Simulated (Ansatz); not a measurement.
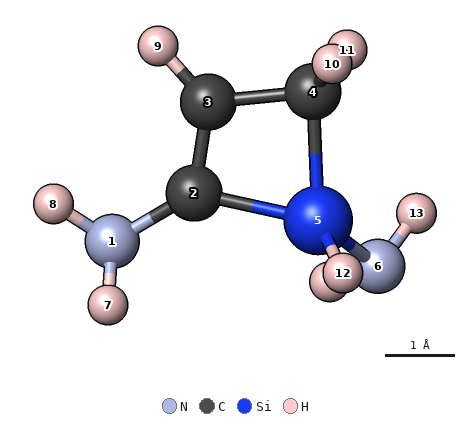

Fig. 1: The structure as given in the input (ball-and-stick view, seen at a tilt; atoms are numbered from 1 in the order of the input). Bond lengths as drawn: C–C 1.36 to 1.55 Å, C–H 1.10 Å, C–N 1.44 Å, C–Si 1.86 to 1.90 Å, H–N 1.05 Å, H–Si 1.45 Å and N–Si 1.79 Å.

Run report: C₃H₈N₂Si, phonon calculation

System: C₃H₈N₂Si.
Method: RKS B3LYP-D4/STO-3G (Ansatz 0.2.0).

It belongs to a series of runs on one base structure; here: vibrations at the highest image of the band. Figures and captions count atoms from 1; the log counts them from 0 in places.

## Log
```
Engine: ansatz 0.2.0, aarch64-unknown-linux-gnu
Functional definition: B3LYP
  parameter a0 = 0.2
  parameter ax = 0.72
  parameter ac = 0.81
  exchange = (1 - a0 - ax)*slater_x + ax*b88_x + a0*exact_x
  correlation = (1 - ac)*vwn_rpa_c + ac*lyp_c
613 factors; integrals over basis functions are off by at most 1.2e-5 eV
mean field evaluation 1: about -13926.7051 eV, gradient 2.5e1 eV
mean field evaluation 2: about -13926.9750 eV, gradient 2.4e1 eV
mean field evaluation 4: about -13928.6698 eV, gradient 1.5e0 eV
mean field evaluation 8: about -13928.5883 eV, gradient 4.0e-2 eV
mean field -13928.58825533 eV, -511.8661772473 hartree, gradient 4.5e-5 eV, S^2 0.000000; 0 other end points of the search recorded, 0 dependent functions left out
the calculation of the forces begins
reference -13928.58848065 eV, -511.8661855276 hartree; 27, 27 occupied and 15, 15 virtual orbitals, 613 factors
these checks for a lower state are left out or cut short: stability, starts, cluster_reference, orbital_swaps, neighbouring_geometries, increment
613 factors; integrals over basis functions are off by at most 1.2e-5 eV
mean field evaluation 16: about -13928.5881 eV, gradient 9.8e-2 eV
mean field -13928.58816655 eV, -511.8661739845 hartree, gradient 3.0e-6 eV, S^2 0.000000; 0 other end points of the search recorded, 0 dependent functions left out
[... from here on the field's lines of each further geometry are left out, up to the last ...]
the calculation of the forces begins
reference -13928.58836306 eV, -511.8661812061 hartree; 27, 27 occupied and 15, 15 virtual orbitals, 613 factors
these checks for a lower state are left out or cut short: stability, starts, cluster_reference, orbital_swaps, neighbouring_geometries, increment
613 factors; integrals over basis functions are off by at most 1.2e-5 eV
mean field -13928.58812091 eV, -511.8661723072 hartree, gradient 1.9e-6 eV, S^2 0.000000; 0 other end points of the search recorded, 0 dependent functions left out
the calculation of the forces begins
reference -13928.58834621 eV, -511.8661805869 hartree; 27, 27 occupied and 15, 15 virtual orbitals, 613 factors
WARN: phonons: modes at or below zero, which the zero-point energy, F, S and C_V leave out: 1, the lowest at -240.86 cm⁻¹. A minimum has none, and a first-order saddle one
Total energy: -13929.10572838 eV, -511.8851940310 hartree
Atom 0 at     0.493411     0.697174    -2.142835 Å, force    -0.001224    -0.001772    -0.004084 eV/Å
Atom 1 at     0.490685     0.203701    -0.790064 Å, force     0.006749    -0.001977    -0.013693 eV/Å
Atom 2 at     1.026194    -0.935220    -0.275425 Å, force     0.004770     0.007666     0.001510 eV/Å
Atom 3 at     0.534306    -0.994247     1.192483 Å, force     0.010061     0.006923    -0.007501 eV/Å
Atom 4 at    -0.361970     0.632105     0.809942 Å, force    -0.012991    -0.007439     0.008214 eV/Å
Atom 5 at    -2.149872     0.662390     0.841598 Å, force     0.002834     0.002380     0.016897 eV/Å
Atom 6 at     0.581708     1.745959    -2.160250 Å, force    -0.000686     0.001078     0.001017 eV/Å
Atom 7 at     1.315352     0.313095    -2.677873 Å, force     0.002310    -0.001089     0.000651 eV/Å
Atom 8 at     1.673774    -1.675720    -0.765202 Å, force    -0.002298    -0.001609     0.002165 eV/Å
Atom 9 at     1.341942    -0.962742     1.941401 Å, force     0.000721    -0.002159     0.001610 eV/Å
Atom 10 at    -0.100888    -1.867757     1.413140 Å, force    -0.003733     0.000190     0.002082 eV/Å
Atom 11 at     0.136155     1.811775     1.491616 Å, force     0.003944    -0.001434    -0.000064 eV/Å
Atom 12 at    -2.489251    -0.226157     1.296635 Å, force    -0.015289     0.008160    -0.013261 eV/Å
Atom 13 at    -2.504544     0.566447    -0.146465 Å, force     0.004832    -0.008917     0.004457 eV/Å
Dipole moment:     0.198114     0.015718    -0.134448 e Å
Vibrations: -240.86 157.53 174.98 274.83 315.82 357.62 485.87 568.20 630.96 688.57 751.51 771.25 848.49 858.41 907.94 933.66 989.57 1033.25 1121.58 1191.42 1200.76 1280.55 1358.35 1442.14 1667.22 1783.98 1822.65 1851.25 2631.53 3314.93 3421.55 3422.23 3522.10 3545.41 3697.70 3737.33 cm⁻¹, zero-point energy 3.270774 eV
```

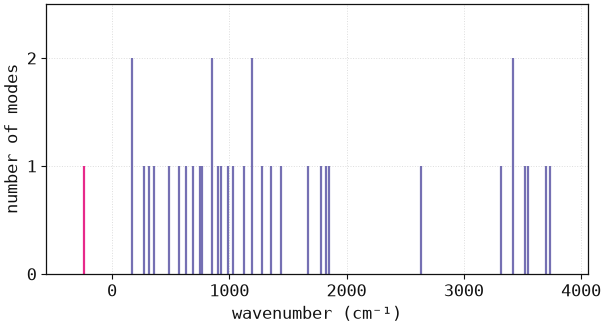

Fig. 2: Harmonic vibrational wavenumbers from the force constants; neighbouring modes closer than 18 cm⁻¹ are counted in one stick, and imaginary ones are drawn at negative wavenumbers. 36 modes from 241i to 3737 cm⁻¹, 1 imaginary beyond 8i (241i cm⁻¹): a first-order saddle point, if the geometry is stationary.

The run was set up as follows.

## The input
```yaml
crystal:
  periodic: [false, false, false]
  atoms:
    - { symbol: "N", position_ang: [0.493411, 0.697174, -2.142835] }
    - { symbol: C, position_ang: [0.490685, 0.203701, -0.790064] }
    - { symbol: C, position_ang: [1.026194, -0.93522, -0.275425] }
    - { symbol: C, position_ang: [0.534306, -0.994247, 1.192483] }
    - { symbol: Si, position_ang: [-0.36197, 0.632105, 0.809942] }
    - { symbol: "N", position_ang: [-2.149872, 0.66239, 0.841598] }
    - { symbol: H, position_ang: [0.581708, 1.745959, -2.16025] }
    - { symbol: H, position_ang: [1.315352, 0.313095, -2.677873] }
    - { symbol: H, position_ang: [1.673774, -1.67572, -0.765202] }
    - { symbol: H, position_ang: [1.341942, -0.962742, 1.941401] }
    - { symbol: H, position_ang: [-0.100888, -1.867757, 1.41314] }
    - { symbol: H, position_ang: [0.136155, 1.811775, 1.491616] }
    - { symbol: H, position_ang: [-2.489251, -0.226157, 1.296635] }
    - { symbol: H, position_ang: [-2.504544, 0.566447, -0.146465] }
basis:
  gaussian: { orbitals: STO-3G }
hamiltonian:
  xc: b3lyp
  dispersion: d4
phonons: {}
```

Command:
```bash
ansatz run input.yaml --threads 1 --pin off --max-ram 2048MiB --backend cpu --events-out ev --progress --plain --runs-dir out
```

## Summary

```json
{"quantity": "outcome", "value": "converged"}
{"quantity": "total energy", "value": "−13929.1057 eV"}
{"quantity": "mean-field energy", "value": "−13928.5885 eV"}
{"quantity": "largest force (length of the vector)", "value": "0.022 eV/Å"}
{"quantity": "hardware", "value": "1 thread of Arm Neoverse V1, 24 GiB of memory available, shared host"}
{"quantity": "wall time", "value": "3.3 min"}
{"quantity": "peak memory", "value": "0.12 GiB"}
```
